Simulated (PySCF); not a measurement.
```csv
atom,x (Å),y (Å),z (Å)
Si,-3.2787,-0.4884,-0.1042
C,-1.4228,-0.2050,-0.0126
C,-0.6250,-0.9132,0.8957
C,0.7545,-0.7130,0.9492
C,1.3846,0.2024,0.0958
Si,3.2451,0.4649,0.1504
C,0.5846,0.9141,-0.8125
C,-0.7914,0.7145,-0.8657
H,-3.6460,-1.2141,-1.3594
H,-4.0069,0.8171,-0.0996
H,-3.7108,-1.3056,1.0689
H,-1.0844,-1.6330,1.5791
H,1.3463,-1.2806,1.6731
H,3.8102,-0.2562,1.3298
H,3.5650,1.9214,0.2568
H,3.8930,-0.0566,-1.0926
H,1.0404,1.6418,-1.4909
H,-1.3825,1.2905,-1.5842
```

Geometry: PBE0-D3(BJ)/def2-SVP.

All numbers below come from PySCF, CAM-B3LYP/def2-SVPD, SCF density, gas phase.

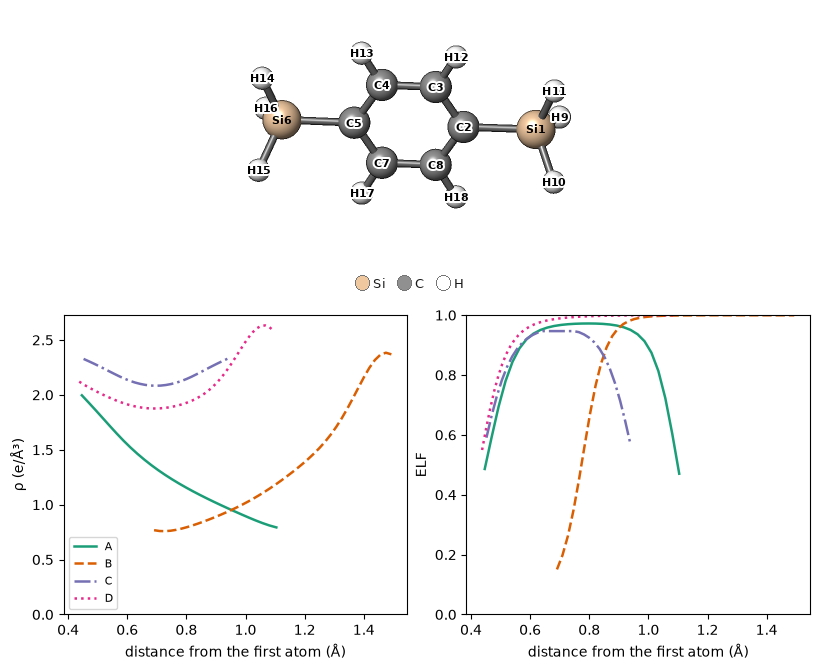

C$_{6}$H$_{10}$Si$_{2}$ (SMILES [SiH3]c1ccc([SiH3])cc1). Total electron density and ELF along straight lines between neighbouring atoms. The curves leave out the atomic cores. The structure is drawn too.

**Which curve belongs to which contact (C–C, C–H, C–Si and Si–H)? The first atom named is at distance zero.**

Curve A: C–Si (1.88 Å): ρ at the midpoint is about 0.97 e/Å³; the ELF peaks at about 1 between the atoms: localised, covalent bonding. Curve B: Si–H (1.49 Å): ρ at the midpoint is about 0.76 e/Å³; the ELF climbs to about 1 towards the hydrogen, as it does in any bond to H. Curve C: C–C (1.39 Å): the density is about 2.1 e/Å³ at the midpoint; the ELF peaks at about 0.95 between the atoms (a covalent bond). Curve D: C–H (1.09 Å): ρ is about 2 e/Å³ halfway; the ELF climbs to about 1 towards the hydrogen: a covalent bond by its length.
